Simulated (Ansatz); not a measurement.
# SiP₂ (singlet): from Hartree-Fock to the top rungs at a displaced geometry (v1), cc-pVDZ

Aim: climb from Hartree-Fock through coupled cluster and multireference methods for SiP₂ (singlet) at one geometry and basis, and see what each rung misses.

Method: cc-pVDZ, core rule «outside noble gas», up to 15 orbitals frozen; program: Ansatz 0.2.0, Gaussian basis.

Plan: UHF; CCSD(T) on RHF; BCCD(T) on RHF; CISD; CCSDT(Q) on RHF; CASSCF and MRCISD+Q, 10 electrons in 10 orbitals; CASSCF and NEVPT2, 10 electrons in 10 orbitals.

15 further runs of the same task are left out: 4 that didn't finish, 11 set aside as unsound or not needed. Runs told in other sessions of the task aren't counted.

## 1. The geometry

The geometry is a PBE0/def2-TZVP stationary point (not a proven minimum) with its atoms shifted at random (size 0.040 Å).

3 atoms, charge 0, spin multiplicity 1.

Atoms are counted from 1 here; the program's logs count them from 0.

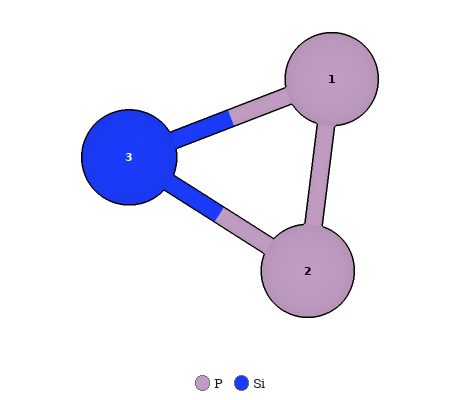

The structure; phosphorus pink, silicon blue; atoms are numbered from 1 in the order of the file.

In the tables R marks a restricted determinant and U an unrestricted one; 'valence' is the active space of 10 electrons in 10 orbitals; energies count from the table's Hartree-Fock row.

## 2. UHF

Input file in.yaml:

```yaml
crystal:
  periodic: [false, false, false]
  atoms:
    - {symbol: P, position_ang: [-0.014416, -1.033206, 0.633754]}
    - {symbol: P, position_ang: [-0.015249, 1.001239, 0.622601]}
    - {symbol: Si, position_ang: [0.032715, 0.035255, -1.385557]}
basis:
  gaussian: {orbitals: cc-pVDZ}
magnetization: {spin_polarized: true, initial_magnetization: 0}
hamiltonian: {xc: hf}
output: {orbitals: {seedname: orbitals}}
```

The run is started by

```bash
> ansatz run in.yaml --threads 1 --pin off --events-out ev --progress --plain --max-ram 2393MiB
```

Standard output:

```text
Functional definition: HF
  name "HF"
  cite "Fock, Z. Phys. 61, 126 (1930) doi:10.1007/BF01340294"
  parent pbe
  exchange = exact_x
  correlation = 0
570 factors; integrals over basis functions are off by at most 1.2e-3 eV
mean field evaluation 1: about -26404.6331 eV, gradient 5.2e0 eV
mean field evaluation 2: about -26405.0723 eV, gradient 6.1e0 eV
mean field evaluation 4: about -26405.5458 eV, gradient 1.1e0 eV
mean field evaluation 8: about -26405.5690 eV, gradient 3.0e-4 eV
mean field evaluation 16: about -26405.5690 eV, gradient 5.2e-6 eV
mean field evaluation 32: about -26405.5679 eV, gradient 3.3e-2 eV
mean field evaluation 64: about -26405.5652 eV, gradient 1.3e-1 eV
mean field evaluation 96: about -26405.5052 eV, gradient 6.2e-1 eV
mean field evaluation 128: about -26400.2783 eV, gradient 2.7e-2 eV
mean field -26405.56903552 eV, -970.3867637178 hartree, gradient 5.2e-6 eV, S^2 0.000000; 3 other end points of the search recorded, 0 dependent functions left out
reference -26405.56903552 eV, -970.3867637178 hartree; 22, 22 occupied and 32, 32 virtual orbitals, 570 factors
Total energy: -26405.56903552 eV, -970.3867637178 hartree
```

Wall time 2.5 s (1 thread of Arm Neoverse V1, shared host).

From the report: ⟨S²⟩ of the determinant 0.000 (pure singlet: 0.00).

The unrestricted search falls back on the restricted solution.

## 3. CCSD(T) on RHF

Changes to in.yaml since step 2:

```diff
@@ -8,4 +8,3 @@
   gaussian: {orbitals: cc-pVDZ}
-magnetization: {spin_polarized: true, initial_magnetization: 0}
-hamiltonian: {xc: hf}
-output: {orbitals: {seedname: orbitals}}
+magnetization: {spin_polarized: false}
+correlation: {method: ccsd_t, electrons: outside_noble_gas}
```

The command is unchanged.

Standard output, cut to the lines that bear on the results:

```text
Functional definition: HF
  name "HF"
  cite "Fock, Z. Phys. 61, 126 (1930) doi:10.1007/BF01340294"
  parent pbe
[...]
570 factors; integrals over basis functions are off by at most 1.2e-3 eV
[...]
mean field -26405.56903552 eV, -970.3867637178 hartree, gradient 7.0e-6 eV, S^2 0.000000; 1 other end points of the search recorded, 0 dependent functions left out
15 core orbitals not correlated: weight in the atoms' cores, before any rotation towards them, 1.000 or more for the frozen orbitals, at most 0.000 for the correlated occupied ones
reference -26405.56903552 eV, -970.3867637178 hartree; 7, 7 occupied and 32, 32 virtual orbitals, 570 factors
second order -8.19367821 eV of doubles, -0.00000000 eV of singles
cycle   1  -8.50876018 eV  change   -3.2e-1 eV  update   1.0e-1
[...]
cycle  10  -8.93831202 eV  change   -2.4e-6 eV  update   9.1e-6
perturbative correction -0.51488707 eV, -0.0189217508 hartree
Total energy: -26415.02223461 eV, -970.7341623768 hartree
```

Run time: 1.2 s. Hardware: 1 thread of Arm Neoverse V1, shared host.

From the report: correlation -9.4532 eV; T1 0.018; largest double amplitude 0.11.

## 4. BCCD(T) on RHF

Changes to in.yaml since step 3:

```diff
@@ -9,2 +9,2 @@
 magnetization: {spin_polarized: false}
-correlation: {method: ccsd_t, electrons: outside_noble_gas}
+correlation: {method: bccd_t, electrons: outside_noble_gas}
```

Launched as before.

Standard output, cut to the lines that bear on the results:

```text
Functional definition: HF
  name "HF"
  cite "Fock, Z. Phys. 61, 126 (1930) doi:10.1007/BF01340294"
  parent pbe
[...]
570 factors; integrals over basis functions are off by at most 1.2e-3 eV
[...]
mean field -26405.56903552 eV, -970.3867637178 hartree, gradient 7.0e-6 eV, S^2 0.000000; 1 other end points of the search recorded, 0 dependent functions left out
15 core orbitals not correlated: weight in the atoms' cores, before any rotation towards them, 1.000 or more for the frozen orbitals, at most 0.000 for the correlated occupied ones
reference -26405.56903552 eV, -970.3867637178 hartree; 7, 7 occupied and 32, 32 virtual orbitals, 570 factors
second order -8.19367821 eV of doubles, -0.00000000 eV of singles
cycle   1  -8.52719120 eV  change   -3.3e-1 eV  update   1.0e-1
[...]
cycle  10  -8.91940231 eV  change    3.4e-6 eV  update   1.4e-5
perturbative correction -0.53779084 eV, -0.0197634487 hartree
Total energy: -26415.02622867 eV, -970.7343091556 hartree
```

It took 1.4 s on 1 thread of Arm Neoverse V1, shared host.

From the report: correlation -9.4572 eV; largest double amplitude 0.11.

## 5. CISD

Changes to in.yaml since step 4:

```diff
@@ -8,3 +8,2 @@
   gaussian: {orbitals: cc-pVDZ}
-magnetization: {spin_polarized: false}
-correlation: {method: bccd_t, electrons: outside_noble_gas}
+correlation: {active_space: {ras: {orbitals: [7, 0, 32], electrons: 14, max_holes: 2, max_particles: 2}, fixed_orbitals: true}}
```

The command is unchanged.

Standard output:

```text
Functional definition: HF
  name "HF"
  cite "Fock, Z. Phys. 61, 126 (1930) doi:10.1007/BF01340294"
  parent pbe
  exchange = exact_x
  correlation = 0
570 factors; integrals over basis functions are off by at most 1.2e-3 eV
mean field evaluation 1: about -26404.6331 eV, gradient 7.4e0 eV
mean field evaluation 2: about -26405.0723 eV, gradient 8.7e0 eV
mean field evaluation 4: about -26405.5457 eV, gradient 1.5e0 eV
mean field evaluation 8: about -26405.5690 eV, gradient 3.6e-4 eV
mean field evaluation 16: about -26398.9000 eV, gradient 3.4e0 eV
mean field -26405.56903552 eV, -970.3867637178 hartree, gradient 7.0e-6 eV, S^2 0.000000; 1 other end points of the search recorded, 0 dependent functions left out
reference -26405.56903552 eV, -970.3867637178 hartree; 22, 22 occupied and 32, 32 virtual orbitals, 570 factors
state -26413.34117559 eV, -970.6723845973 hartree
Total energy: -26413.34117559 eV, -970.6723845973 hartree
```

It took 1.5 s on 1 thread of Arm Neoverse V1, shared host.

From the report: 37,335 determinants.

## 6. CCSDT(Q) on RHF

Changes to in.yaml since step 5:

```diff
@@ -8,2 +8,3 @@
   gaussian: {orbitals: cc-pVDZ}
-correlation: {active_space: {ras: {orbitals: [7, 0, 32], electrons: 14, max_holes: 2, max_particles: 2}, fixed_orbitals: true}}
+magnetization: {spin_polarized: false}
+correlation: {method: ccsdt_q, electrons: outside_noble_gas}
```

The command is unchanged.

Standard output, cut to the lines that bear on the results:

```text
Functional definition: HF
  name "HF"
  cite "Fock, Z. Phys. 61, 126 (1930) doi:10.1007/BF01340294"
  parent pbe
[...]
1047 factors; integrals over basis functions are off by at most 1.7e-7 eV
[...]
mean field -26405.56911738 eV, -970.3867667261 hartree, gradient 7.0e-6 eV, S^2 0.000000; 1 other end points of the search recorded, 0 dependent functions left out
15 core orbitals not correlated: weight in the atoms' cores, before any rotation towards them, 1.000 or more for the frozen orbitals, at most 0.000 for the correlated occupied ones
reference -26405.56911738 eV, -970.3867667261 hartree; 7, 7 occupied and 32, 32 virtual orbitals, 1047 factors
second order -8.19373454 eV of doubles, -0.00000000 eV of singles
cycle   1  -8.50877600 eV  change   -3.2e-1 eV  update   1.3e-1
[...]
cycle  16  -9.47053780 eV  change   -1.2e-6 eV  update   9.3e-7
perturbative correction -0.05710487 eV, -0.0020985652 hartree
Total energy: -26415.09676004 eV, -970.7369011359 hartree
```

Wall time 12 s (1 thread of Arm Neoverse V1, shared host).

From the report: correlation -9.5276 eV; T1 0.019; largest double amplitude 0.13.

## 7. CASSCF and MRCISD+Q, 10 electrons in 10 orbitals

Changes to in.yaml since step 6:

```diff
@@ -8,3 +8,2 @@
   gaussian: {orbitals: cc-pVDZ}
-magnetization: {spin_polarized: false}
-correlation: {method: ccsdt_q, electrons: outside_noble_gas}
+correlation: {method: fic_mrcisd_q, electrons: outside_noble_gas, active_space: {window: {electrons: 10, orbitals: 10}, shells: [{species: P, l: p, shell: 3}, {species: Si, l: s, shell: 3}, {species: Si, l: p, shell: 3}]}}
```

Launched as before.

Standard output, cut to the lines that bear on the results:

```text
Functional definition: HF
  name "HF"
  cite "Fock, Z. Phys. 61, 126 (1930) doi:10.1007/BF01340294"
  parent pbe
[...]
1047 factors; integrals over basis functions are off by at most 1.7e-7 eV
[...]
mean field -26405.56911738 eV, -970.3867667261 hartree, gradient 7.0e-6 eV, S^2 0.000000; 1 other end points of the search recorded, 0 dependent functions left out
reference -26405.56911738 eV, -970.3867667261 hartree; 22, 22 occupied and 32, 32 virtual orbitals, 1047 factors
state -26408.26029892 eV, -970.4856658236 hartree
contracted CI cycle   1: correlation 0.00000000 eV, 0.0000000000 hartree, residual 1.75e1 eV
contracted CI cycle   2: correlation -5.67900306 eV, -0.2086995130 hartree, residual 3.85e0 eV
contracted CI cycle   3: correlation -5.96233310 eV, -0.2191117000 hartree, residual 9.64e-1 eV
contracted CI cycle   4: correlation -5.98071028 eV, -0.2197870489 hartree, residual 2.95e-1 eV
contracted CI cycle   5: correlation -5.98241127 eV, -0.2198495591 hartree, residual 9.02e-2 eV
contracted CI cycle   6: correlation -5.98256430 eV, -0.2198551828 hartree, residual 2.58e-2 eV
contracted CI cycle   7: correlation -5.98257691 eV, -0.2198556461 hartree, residual 7.71e-3 eV
contracted CI cycle   8: correlation -5.98257806 eV, -0.2198556885 hartree, residual 2.69e-3 eV
contracted CI cycle   9: correlation -5.98257820 eV, -0.2198556938 hartree, residual 1.02e-3 eV
state -26408.26029892 eV, -970.4856658236 hartree; corrected -26415.00636795 eV, -970.7335792878 hartree
Total energy: -26415.00636795 eV, -970.7335792878 hartree
Checks for a lower state left out: starts, orbital_swaps
```

It took 15 s on 1 thread of Arm Neoverse V1, shared host; peak memory 0.58 GiB.

From the report: 31,752 determinants; active occupations 1.98, 1.97, 1.96, 1.93, 1.92, 0.07, 0.06, 0.05, 0.03, 0.03.

## 8. CASSCF and NEVPT2, 10 electrons in 10 orbitals

Input file in.yaml:

```yaml
crystal:
  periodic: [false, false, false]
  atoms:
    - {symbol: P, position_ang: [-0.014416, -1.033206, 0.633754]}
    - {symbol: P, position_ang: [-0.015249, 1.001239, 0.622601]}
    - {symbol: Si, position_ang: [0.032715, 0.035255, -1.385557]}
basis:
  gaussian: {orbitals: cc-pVDZ}
correlation: {method: sc_nevpt2, electrons: outside_noble_gas, active_space: {window: {electrons: 10, orbitals: 10}, shells: [{species: P, l: p, shell: 3}, {species: Si, l: s, shell: 3}, {species: Si, l: p, shell: 3}]}}
```

Same command.

Standard output:

```text
Functional definition: HF
  name "HF"
  cite "Fock, Z. Phys. 61, 126 (1930) doi:10.1007/BF01340294"
  parent pbe
  exchange = exact_x
  correlation = 0
1047 factors; integrals over basis functions are off by at most 1.7e-7 eV
mean field evaluation 1: about -26404.6305 eV, gradient 7.4e0 eV
mean field evaluation 2: about -26405.0719 eV, gradient 8.7e0 eV
mean field evaluation 4: about -26405.5457 eV, gradient 1.5e0 eV
mean field evaluation 8: about -26405.5688 eV, gradient 1.7e-1 eV
mean field evaluation 16: about -26397.7824 eV, gradient 7.9e0 eV
mean field -26405.56911738 eV, -970.3867667261 hartree, gradient 7.0e-6 eV, S^2 0.000000; 1 other end points of the search recorded, 0 dependent functions left out
reference -26405.56911738 eV, -970.3867667261 hartree; 22, 22 occupied and 32, 32 virtual orbitals, 1047 factors
state -26408.26029892 eV, -970.4856658236 hartree
state -26408.26029892 eV, -970.4856658236 hartree; corrected -26413.81863205 eV, -970.6899307985 hartree
Total energy: -26413.81863205 eV, -970.6899307985 hartree
Checks for a lower state left out: starts, orbital_swaps
```

Run time: 10 s. Hardware: 1 thread of Arm Neoverse V1, shared host.

From the report: 31,752 determinants; active occupations 1.98, 1.97, 1.96, 1.93, 1.92, 0.07, 0.06, 0.05, 0.03, 0.03.

## 9. How many determinants matter

Natural occupations of the CASSCF valence state about the gap (report; correlated orbitals 1 to 10): 1.980, 1.968, 1.958, 1.927, 1.921, 0.071, 0.062, 0.054, 0.030, 0.028. The count of effectively unpaired electrons, Σ n²(2 − n)², is 0.11; a single determinant of this spin has 0.

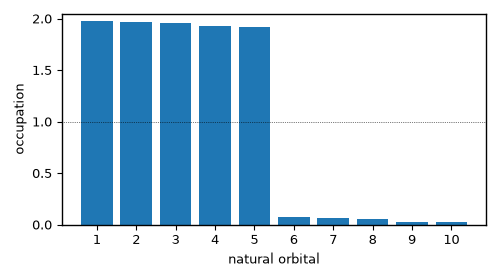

Natural occupations of the CASSCF valence state.

## 10. All levels against the top one

No level here is safe as a reference; RCCSDT(Q) serves as a yardstick only. Rows without a time are mean-field rows or come out of runs for another level: lower rungs of the coupled-cluster runs, CASSCF and MRCISD of the multireference runs, or the Hartree-Fock search.

Differences are taken before rounding.

```csv
method,energy from the lowest RHF (meV),from RCCSDT(Q) (meV),time
RHF,0.0,+9527.7,
RMP2,-8193.7,+1334.0,
CISD,-7772.1,+1755.6,1.5 s
RCCSD,-8938.3,+589.4,
RCCSD(T),-9453.2,+74.5,1.2 s
BCCD(T),-9457.2,+70.5,1.4 s
RCCSDT,-9470.6,+57.1,
RCCSDT(Q),-9527.7,0,12 s
CASSCF valence,-2691.3,+6836.5,
NEVPT2 valence,-8249.6,+1278.1,10 s
MRCISD valence,-8673.8,+853.9,
MRCISD+Q valence,-9437.3,+90.4,15 s
```

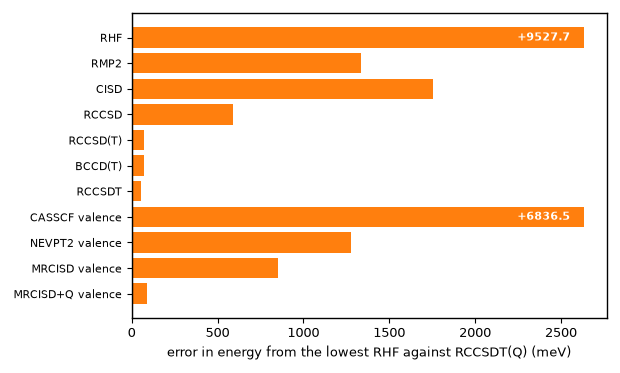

How far each level lands from RCCSDT(Q). Bars with a number in them are cut short.

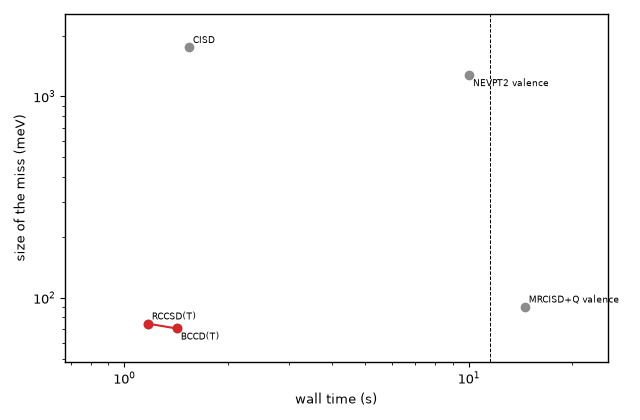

Miss against cost. Red marks the levels that no quicker level drawn beats (of those quicker than the yardstick), and the dashed line is the time of RCCSDT(Q). Times are from a shared host.

## 11. What came out

| quantity | value |
| --- | --- |
| RCCSDT(Q) from the RHF energy | -9.5277 eV |
| RMP2 from RCCSDT(Q) | +1334.0 meV |
| RCCSD from RCCSDT(Q) | +589.4 meV |
| RCCSD(T) from RCCSDT(Q) | +74.5 meV |
| NEVPT2 valence from RCCSDT(Q) | +1278.1 meV |
| MRCISD+Q valence from RCCSDT(Q) | +90.4 meV |
| T1 diagnostic | 0.018 |
| effectively unpaired electrons | 0.11 |

In words: RCCSD(T) misses by +74.5 meV, 0.8 % of the correlation energy. One determinant dominates.
